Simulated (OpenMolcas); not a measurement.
Single-point calculation of CH₄AlN (part 2 of 3)

Continued. System: CH₄AlN, SMILES N=[CH][AlH2]. Method: FNO-MP2/ANO-XS-VDZ, RHF, DKH2, in an applied electric field (OpenMolcas 26.06). The atoms were displaced at random from an optimised geometry.

Geometry of the input (Å):
```
N  -1.4205  -0.7093  -0.0516
C  -0.4002  -0.1829  -0.5626
Al 1.0244  0.4572  0.5871
H  -2.1545  -0.9462  -0.6224
H  -0.2969  -0.1605  -1.6412
H  0.8825  0.4036  2.2087
H  2.4205  1.0392  -0.0411
```

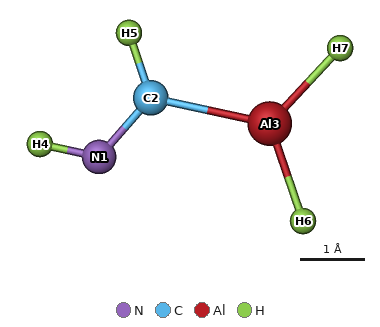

Fig. 1: The input geometry (ball-and-stick view, seen on its broad side; atoms are numbered from 1 in the order of the input). Sticks mark near contacts.

**Output, continued**
```
        1 N1     1s         0.0000    0.9989   -0.0003    0.0000   -0.0000    0.0002   -0.0005   -0.0261   -0.0054   -0.0017
        2 N1     2s         0.0001   -0.0096    0.0008    0.0001   -0.0001    0.0010   -0.0028    0.6720   -0.3711   -0.1654
        3 N1     3s         0.0000   -0.0048    0.0003    0.0000   -0.0001    0.0006   -0.0012   -0.0083   -0.0261   -0.0001
        4 N1     2px        0.0001   -0.0012   -0.0001    0.0002   -0.0002    0.0003   -0.0011    0.0787    0.3141   -0.3373
        5 N1     3px        0.0001   -0.0016    0.0000   -0.0000   -0.0002    0.0005   -0.0008   -0.0142   -0.0515    0.0399
        6 N1     2py        0.0000   -0.0006   -0.0001    0.0000    0.0004    0.0002   -0.0006    0.0505    0.1302   -0.1399
        7 N1     3py        0.0000   -0.0010   -0.0000   -0.0001    0.0004    0.0003   -0.0004   -0.0099   -0.0202    0.0182
        8 N1     2pz        0.0001    0.0002    0.0002    0.0009    0.0000   -0.0007   -0.0009   -0.1438    0.0558   -0.2005
        9 N1     3pz        0.0001    0.0028    0.0001    0.0009    0.0000   -0.0006   -0.0008    0.0212   -0.0066    0.0041
       10 C2     1s        -0.0000    0.0014    0.9995   -0.0003    0.0000    0.0007    0.0003   -0.0411   -0.0085    0.0007
       11 C2     2s        -0.0001    0.0061   -0.0061   -0.0005    0.0001   -0.0011   -0.0000    0.3364    0.6180    0.1556
       12 C2     3s        -0.0001    0.0020   -0.0037   -0.0004    0.0000    0.0005    0.0002   -0.0428    0.0006    0.0172
       13 C2     2px       -0.0002   -0.0032   -0.0012   -0.0018   -0.0000    0.0020   -0.0010   -0.1207    0.0621    0.1740
       14 C2     3px       -0.0001   -0.0022    0.0002   -0.0013   -0.0000    0.0025   -0.0003    0.0674    0.0063   -0.0498
       15 C2     2py       -0.0001   -0.0016   -0.0006   -0.0008   -0.0002    0.0009   -0.0005   -0.0624    0.0150    0.0904
       16 C2     3py       -0.0000   -0.0011    0.0002   -0.0006   -0.0001    0.0011   -0.0001    0.0341    0.0037   -0.0263
       17 C2     2pz       -0.0003    0.0011    0.0000   -0.0018   -0.0000    0.0001    0.0045    0.0313   -0.0156   -0.4361
       18 C2     3pz       -0.0001    0.0009    0.0000   -0.0013   -0.0000    0.0010    0.0037   -0.0307    0.0178    0.0729
       19 AL3    1s         1.0000    0.0000    0.0001   -0.0000    0.0000   -0.0001   -0.0001   -0.0009   -0.0037    0.0003
       20 AL3    2s         0.0001    0.0001    0.0007    1.0005   -0.0002   -0.0005   -0.0011   -0.0095   -0.0360    0.0028
       21 AL3    3s         0.0002    0.0002    0.0024   -0.0012    0.0000   -0.0031   -0.0021    0.0112    0.0617    0.0159
       22 AL3    4s        -0.0000    0.0001    0.0005   -0.0016   -0.0000    0.0003   -0.0001   -0.0062   -0.0265   -0.0025
       23 AL3    2px       -0.0000    0.0001   -0.0003   -0.0003   -0.4124    0.5274    0.7432    0.0065    0.0192   -0.0052
       24 AL3    3px       -0.0001    0.0004   -0.0014   -0.0010   -0.0002    0.0004    0.0013   -0.0113   -0.0056    0.0069
       25 AL3    4px        0.0001   -0.0001   -0.0001    0.0007    0.0005   -0.0008   -0.0003    0.0068    0.0228   -0.0008
       26 AL3    2py       -0.0000    0.0000   -0.0001    0.0001    0.9107    0.2608    0.3205    0.0030    0.0089   -0.0025
       27 AL3    3py       -0.0000    0.0002   -0.0007   -0.0005    0.0004    0.0002    0.0006   -0.0053   -0.0034    0.0036
       28 AL3    4py        0.0000   -0.0000   -0.0000    0.0003   -0.0011   -0.0004   -0.0001    0.0031    0.0105   -0.0006
       29 AL3    2pz       -0.0000   -0.0001   -0.0002   -0.0008   -0.0248    0.8089   -0.5876    0.0054    0.0160    0.0065
       30 AL3    3pz       -0.0001   -0.0011   -0.0009   -0.0011   -0.0001    0.0011   -0.0001    0.0074   -0.0200   -0.0243
       31 AL3    4pz        0.0000   -0.0002    0.0001    0.0005    0.0000   -0.0004   -0.0004    0.0069    0.0173    0.0113
       32 H4     1s         0.0000    0.0018    0.0003   -0.0001    0.0000    0.0006   -0.0007    0.1184   -0.2913    0.2437
       33 H4     2s        -0.0000    0.0005    0.0001   -0.0002    0.0000    0.0004   -0.0003   -0.0581    0.0794   -0.0502
       34 H5     1s        -0.0001   -0.0004    0.0021   -0.0001   -0.0000   -0.0010    0.0045    0.0316    0.1887    0.3195
       35 H5     2s        -0.0000    0.0000    0.0012    0.0002   -0.0000   -0.0004    0.0016   -0.0246   -0.0506   -0.0708
       36 H6     1s        -0.0000    0.0006   -0.0003    0.0003    0.0000    0.0007    0.0001   -0.0040    0.0188   -0.0103
       37 H6     2s         0.0001    0.0003   -0.0002    0.0008    0.0000    0.0003    0.0001   -0.0030    0.0007    0.0016
       38 H7     1s        -0.0000   -0.0005   -0.0001    0.0000   -0.0000    0.0009    0.0007    0.0060    0.0114    0.0111
       39 H7     2s         0.0001   -0.0002   -0.0000    0.0007   -0.0000    0.0005    0.0003    0.0022   -0.0040   -0.0023

          Orbital           11        12        13        14        15        16        17        18        19        20
          Energy           -0.5862   -0.4867   -0.4578   -0.4120   -0.3732    0.0379    0.1613    0.1707    0.2022    0.2075
          Occ. No.          2.0000    2.0000    2.0000    2.0000    2.0000    0.0000    0.0000    0.0000    0.0000    0.0000

        1 N1     1s         0.0026   -0.0064   -0.0015    0.0065    0.0205    0.0028    0.0194    0.0108   -0.0313   -0.1394
        2 N1     2s         0.1030   -0.1612   -0.0499    0.0208    0.3476    0.0270    0.1265    0.0745   -0.2426   -0.9971
        3 N1     3s         0.0083   -0.0152   -0.0033    0.0168    0.0406    0.0073    0.0510    0.0274   -0.0677   -0.2832
        4 N1     2px       -0.2369    0.1353   -0.2643    0.0004    0.0058    0.1573   -0.1041    0.2830    0.1648    0.3041
        5 N1     3px        0.0014    0.0107   -0.0189    0.0177   -0.0138    0.0371   -0.0137    0.0981    0.0827    0.1613
        6 N1     2py       -0.1157    0.1218    0.5811   -0.0119    0.0504   -0.3540    0.1077   -0.7267   -0.0150    0.0807
        7 N1     3py       -0.0006    0.0095    0.0483    0.0075   -0.0015   -0.0832    0.0450   -0.2376    0.0061    0.0436
        8 N1     2pz        0.2851   -0.4457   -0.0129    0.0275    0.6508   -0.0256    0.0692   -0.0449    0.0255    0.2388
        9 N1     3pz        0.0009   -0.0224   -0.0036    0.0046    0.0834   -0.0048    0.0169   -0.0134    0.0162    0.1051
       10 C2     1s         0.0165   -0.0193    0.0008   -0.0044   -0.0134    0.0046    0.1620    0.0439   -0.0638   -0.0196
       11 C2     2s         0.1280   -0.2006    0.0550   -0.0236   -0.2647    0.0332    1.1976    0.3147   -0.3494   -0.0987
       12 C2     3s         0.0453   -0.0500    0.0012   -0.0057   -0.0388    0.0110    0.3343    0.0875   -0.1388   -0.0282
       13 C2     2px        0.3627   -0.2966   -0.2058    0.0254   -0.2847   -0.0333    0.6321   -0.3398   -0.0461   -0.1492
       14 C2     3px       -0.0524    0.0275    0.0095    0.0161   -0.0362    0.0032    0.2373   -0.0924   -0.0329   -0.0822
       15 C2     2py        0.1770   -0.1100    0.5193    0.0057   -0.0388    0.1128    0.0759    0.9662    0.0804   -0.0767
       16 C2     3py       -0.0265    0.0157   -0.0008    0.0074   -0.0132    0.0067    0.0537    0.2803    0.0135   -0.0337
       17 C2     2pz        0.2335   -0.1041    0.0609   -0.1114   -0.3790    0.0079    0.1880   -0.0250    0.0718    0.1955
       18 C2     3pz        0.0098   -0.0375   -0.0013   -0.0327    0.0212    0.0052    0.0971   -0.0030   -0.0176    0.0484
       19 AL3    1s        -0.0083   -0.0006   -0.0004    0.0004    0.0032   -0.0016   -0.0287   -0.0017   -0.0269    0.0066
       20 AL3    2s        -0.0779   -0.0075   -0.0037    0.0037    0.0272   -0.0144   -0.2632   -0.0160   -0.2465    0.0570
       21 AL3    3s         0.3784    0.3301   -0.0271    0.0173   -0.0398   -0.0598   -1.4104   -0.1037   -1.3454    0.2246
       22 AL3    4s        -0.0510   -0.0242   -0.0065   -0.0017    0.0380   -0.0436   -0.5329   -0.0244   -0.5159    0.0430
       23 AL3    2px        0.0157   -0.0360    0.0114    0.0228   -0.0374    0.0011    0.0548    0.0232   -0.0679   -0.0276
       24 AL3    3px        0.0018    0.1234   -0.0365   -0.1711    0.0969   -0.3693    0.6555    0.3666   -0.9222   -0.3650
       25 AL3    4px        0.0092   -0.0497    0.0183    0.0610   -0.0838   -0.0403    0.1420    0.1004   -0.2189   -0.0509
       26 AL3    2py        0.0071   -0.0164   -0.0078    0.0094   -0.0183   -0.0019    0.0310   -0.0212   -0.0316   -0.0108
       27 AL3    3py       -0.0074    0.0480    0.0375   -0.0715    0.0503    0.8542    0.3759   -0.4215   -0.4693   -0.1322
       28 AL3    4py        0.0038   -0.0229   -0.0047    0.0253   -0.0400    0.0862    0.1022   -0.1225   -0.0998   -0.0143
       29 AL3    2pz        0.0118   -0.0293    0.0034   -0.0421   -0.0212    0.0009    0.0681    0.0191   -0.0530    0.0677
       30 AL3    3pz       -0.0181    0.0781   -0.0053    0.2837    0.0990   -0.0021    0.7996    0.2457   -0.6968    1.0588
       31 AL3    4pz        0.0102   -0.0470    0.0065   -0.0965   -0.0415    0.0003    0.2170    0.0729   -0.1874    0.2726
       32 H4     1s         0.1146    0.0044    0.0256    0.0163   -0.2532   -0.0118    0.1355   -0.0550    0.3321    1.0899
       33 H4     2s        -0.0078   -0.0144   -0.0055    0.0053    0.0233    0.0017    0.0289   -0.0099    0.1221    0.4209
       34 H5     1s        -0.0608   -0.0935   -0.0208    0.0280    0.3704   -0.0116   -0.1053   -0.1306    0.0786    0.4630
       35 H5     2s         0.0193   -0.0049    0.0046   -0.0169   -0.0080    0.0003   -0.0507   -0.0453    0.0394    0.1584
       36 H6     1s         0.2080    0.3370   -0.0235    0.5598    0.1091    0.0328    0.2255   -0.1002    1.0892   -0.9208
       37 H6     2s        -0.0042    0.0025    0.0003    0.0165    0.0024    0.0100    0.0451   -0.0393    0.3499   -0.3031
       38 H7     1s         0.2041    0.3493   -0.0460   -0.5239    0.2404    0.0420    0.4499    0.0117    1.1596    0.4889
       39 H7     2s        -0.0074   -0.0010   -0.0005   -0.0194    0.0234    0.0134    0.1273    0.0004    0.3712    0.1609

          Orbital           21        22        23        24        25
          Energy            0.2426    0.2992    0.3214    0.4382    0.4796
          Occ. No.          0.0000    0.0000    0.0000    0.0000    0.0000

        1 N1     1s        -0.0477    0.0187    0.0353    0.1705    0.0010
        2 N1     2s        -0.3053    0.1863    0.2721    0.9711    0.0102
        3 N1     3s        -0.1120    0.0355    0.0860    0.3075    0.0026
        4 N1     2px        0.4506   -0.0663   -0.4928    0.4166    0.0388
        5 N1     3px        0.1964   -0.0467   -0.2599    0.2092    0.0064
        6 N1     2py        0.1123   -0.0553   -0.2042    0.2005   -0.1035
        7 N1     3py        0.0477   -0.0306   -0.1080    0.1032   -0.0126
        8 N1     2pz        0.1891   -0.0944   -0.5229   -0.2595   -0.0092
        9 N1     3pz        0.0618   -0.0739   -0.2594   -0.1207   -0.0005
       10 C2     1s        -0.0957   -0.0656   -0.0972   -0.2039   -0.0022
       11 C2     2s        -0.5601   -0.5079   -0.6259   -1.2214   -0.0133
       12 C2     3s        -0.1704   -0.1092   -0.1686   -0.3612    0.0022
       13 C2     2px        0.1088   -0.1162   -0.0059    0.8007   -0.0283
       14 C2     3px        0.0814   -0.0170   -0.0907    0.5360   -0.0092
       15 C2     2py        0.1464    0.0034    0.0107    0.4178    0.0396
       16 C2     3py        0.0788    0.0080   -0.0448    0.2842    0.0005
       17 C2     2pz        0.7157    0.6392    1.3536   -0.1184    0.0124
       18 C2     3pz        0.2403    0.3395    0.6409   -0.2422   -0.0015
       19 AL3    1s        -0.0081   -0.0039   -0.0181   -0.0091    0.0004
       20 AL3    2s        -0.0707   -0.0319   -0.1552   -0.0733    0.0032
       21 AL3    3s        -0.3249   -0.0014   -0.5779   -0.1947    0.0118
       22 AL3    4s         0.0672   -0.9169    0.2349   -0.0266    0.0286
       23 AL3    2px        0.0894    0.0315    0.0313   -0.0069    0.0009
       24 AL3    3px        1.1115    0.2837   -0.0417   -0.1573    0.0626
       25 AL3    4px        0.3476   -0.0170    0.1816   -0.4146   -0.3969
       26 AL3    2py        0.0354    0.0126    0.0147   -0.0052    0.0006
       27 AL3    3py        0.4478    0.0869   -0.0057   -0.0835   -0.1053
       28 AL3    4py        0.1332    0.0072    0.0618   -0.2022    0.9079
       29 AL3    2pz       -0.0512    0.0063    0.0361    0.0444   -0.0012
       30 AL3    3pz       -0.7215    0.1159    0.4645    0.3903   -0.0067
       31 AL3    4pz       -0.2484   -0.1144    0.0640    0.7549    0.0144
       32 H4     1s         0.9464   -0.2727   -1.0308    0.1639   -0.0212
       33 H4     2s         0.3733   -0.1111   -0.4810    0.0527   -0.0047
       34 H5     1s         0.8670    1.1944    1.8502    0.5439    0.0197
       35 H5     2s         0.3993    0.4464    0.7477    0.2588    0.0157
       36 H6     1s         0.7020   -0.0740   -0.1802   -0.1097    0.0003
       37 H6     2s         0.2460   -0.0313   -0.0429    0.0444    0.0050
       38 H7     1s        -0.8391   -0.1111    0.4124    0.1488   -0.0213
       39 H7     2s        -0.2839   -0.0503    0.1443   -0.0039   -0.0082
--

++    Molecular charges:
      ------------------

      Mulliken charges per centre and basis function type
      ---------------------------------------------------

                N1      C2      AL3     H4      H5      H6      H7
      1s       1.9977  1.9989  2.0000  0.7125  0.8432  1.2967  1.3084
      2s       1.6583  1.4327  2.0005  0.0430  0.0066 -0.0007 -0.0038
      2px      1.0573  1.0071  2.0006  0.0000  0.0000  0.0000  0.0000
      2pz      1.6479  1.1496  2.0003  0.0000  0.0000  0.0000  0.0000
      2py      1.0577  0.9102  2.0001  0.0000  0.0000  0.0000  0.0000
      3s      -0.0085  0.0116  0.8769  0.0000  0.0000  0.0000  0.0000
      3px     -0.0218  0.0211  0.3240  0.0000  0.0000  0.0000  0.0000
      3pz     -0.0104 -0.0078  0.4895  0.0000  0.0000  0.0000  0.0000
      3py      0.0183  0.0061  0.0769  0.0000  0.0000  0.0000  0.0000
      4s       0.0000  0.0000  0.0121  0.0000  0.0000  0.0000  0.0000
      4px      0.0000  0.0000  0.0482  0.0000  0.0000  0.0000  0.0000
      4pz      0.0000  0.0000  0.0307  0.0000  0.0000  0.0000  0.0000
      4py      0.0000  0.0000  0.0085  0.0000  0.0000  0.0000  0.0000
      Total    7.3964  6.5294 11.8684  0.7555  0.8498  1.2960  1.3046

      N-E     -0.3964 -0.5294  1.1316  0.2445  0.1502 -0.2960 -0.3046

      Total electronic charge=   30.000000

      Total            charge=   -0.000000
--

++    Static properties:
      ------------------

      LoProp Charges per center

                   N1       C2       AL3      H4       H5       H6       H7
      Nuclear      7.0000   6.0000  13.0000   1.0000   1.0000   1.0000   1.0000
      Electronic  -7.3052  -6.3802 -12.2609  -0.7910  -0.8979  -1.1769  -1.1880

      Total       -0.3052  -0.3802   0.7391   0.2090   0.1021  -0.1769  -0.1880
--

++    Natural Bond Order analysis
      ---------------------------
      Based on LoProp computed density
      -------------------------------------------------------------------------------------
      Atom A       Atom B       Bond Order
      -------------------------------------------------------------------------------------
      NBO located      1.001 non-bonded electrons on atom N1
      NBO located      0.998 non-bonded electrons on atom C2
      NBO located      0.991 non-bonded electrons on atom AL3
      NBO located      1.000 non-bonded electrons on atom AL3
      NBO located      0.999 non-bonded electrons on atom AL3
      NBO located      0.996 non-bonded electrons on atom AL3
      NBO located      0.996 non-bonded electrons on atom AL3
      The remaining    9.854 electrons are to be considered as diffuse
--

++    Molecular properties:
      ---------------------

      Charge (e):
                      =   -0.0000
      Dipole Moment (debye):
      Origin of the operator (angstrom)=    0.0667    0.0096    0.1451
                   X= -1.7813E-01               Y=  4.4373E-01               Z= -2.3437E+00           Total=  2.3920E+00
      Quadrupole Moment (debye*angstrom):
      Origin of the operator (angstrom)=    0.0667    0.0096    0.1451
                  XX= -2.8971E+01              XY= -2.6221E+00              XZ=  3.6381E+00              YY= -2.4588E+01
                  YZ=  1.6439E+00              ZZ= -2.9544E+01
      In traceless form (debye*angstrom)
                  XX= -1.9050E+00              XY= -3.9331E+00              XZ=  5.4571E+00              YY=  4.6693E+00
                  YZ=  2.4659E+00              ZZ= -2.7644E+00
--

--- Stop Module: scf /rc=_RC_ALL_IS_WELL_ ---

--- Start Module: mbpt2 ---

                                               &MBPT2

                       available to each process: 1.9 GB of memory, 1 thread

WARNING!
Default frozen orbitals as non valence orbitals is overwritten by user input.
Default values:   4

      Cartesian coordinates in angstrom:
      -----------------------------------------------------
      No.  Label        X            Y            Z
      -----------------------------------------------------
       1   N1        -1.42049400  -0.70930000  -0.05157100
       2   C2        -0.40024400  -0.18291200  -0.56258200
       3   AL3        1.02438800   0.45721400   0.58714100
       4   H4        -2.15445000  -0.94615400  -0.62238900
       5   H5        -0.29690300  -0.16046100  -1.64121800
       6   H6         0.88245800   0.40360100   2.20870900
       7   H7         2.42047100   1.03915200  -0.04111000
      -----------------------------------------------------
      Nuclear repulsion energy =   84.36904281

      Contents of RUNFILE file:
      -------------------------

      Symmetry species                           1
                                                 a
      Number of basis functions                 39
      Frozen occupied orbitals                   7
      Active occupied orbitals                   8
      Active external orbitals                  24
      Deleted external orbitals                  0

      Reference numbers of frozen occupied orbitals according to the original input sequence
      symmetry species 1                        1  2  3  4  5  6  7

      Energies of the active occupied orbitals

      symmetry species 1                    -1.237746     -0.838920     -0.696291     -0.586172     -0.486708
                                            -0.457811     -0.411968     -0.373199

      Energies of the active external orbitals

      symmetry species 1                     0.037879      0.161302      0.170697      0.202197      0.207534
                                             0.242614      0.299196      0.321363      0.438223      0.479599
                                             0.582532      0.604336      0.711963      0.822747      0.881531
                                             1.000856      1.060878      1.063677      1.099834      1.167440
                                             1.247083      1.281461      1.363886      1.745388

      ********************************************************************************************************
      *                                               Results                                                *
      ********************************************************************************************************

-------------------------------------------------------
 Start FNO-MP2 section
-------------------------------------------------------

 NOs specified:  40% of the total virtual space
 ------------------------------------------------------
    Symm.     Trace     (Full Dmat)     (Partial Dmat)
 ------------------------------------------------------
       1               0.322834E-01      0.287765E-01
 ------------------------------------------------------
   Sum :               0.322834E-01      0.287765E-01
 ------------------------------------------------------

 Secondary orbitals after selection:   9
 Deleted orbitals after selection:    15

 Energies of the active virtual orbitals

 symmetry species 1                          0.220448      0.360482      0.479367      0.487132      0.516753
                                             0.654401      0.810077      0.945139      1.031838

-------------------------------------------------------
 End FNO-MP2 section
-------------------------------------------------------

       SCF energy                           =     -336.9068760566 a.u.
       Second-order correlation energy      =       -0.1829590039 a.u.
       ( Opposite-Spin contribution         =       -0.1397451671 )
       ( Same-Spin contribution             =       -0.0328512266 )
       ( Truncation error estimate          =       -0.0103626102 )

       Total energy                         =     -337.0898350605 a.u.

       Reference weight ( Cref**2 )         =        0.92789

::    Total MBPT2 energy                             -337.0898350605

       Zeroth-order energy (E0)             =     -125.8274843144 a.u.

       Shanks-type energy S1(E)             =     -337.0899937829 a.u.

--- Stop Module: mbpt2 /rc=_RC_ALL_IS_WELL_ ---

.##################.
.# Happy landing! #.
.##################.

    Timing: Wall=1.80 User=1.48 System=0.31
```
